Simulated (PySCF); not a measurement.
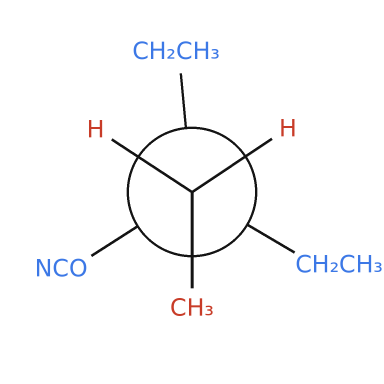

A Newman projection along the C–Si bond, carbon in front; angles are drawn as computed, but eclipsed bonds slightly apart. The geometry was computed by an optimisation with PBE0-D3(BJ)/def2-SVP. No frequency run is at hand to confirm it as a minimum.

Q: Which molecule is it?

A: C7H15NOSi, CC[Si](CC)(CC)N=C=O

Q: What is the torsion angle from the front CH3 to the back NCO? The sign is positive where the front bond must turn clockwise to cover the back bond.

A: 58°, synclinal (gauche). The conformation about this bond is staggered.
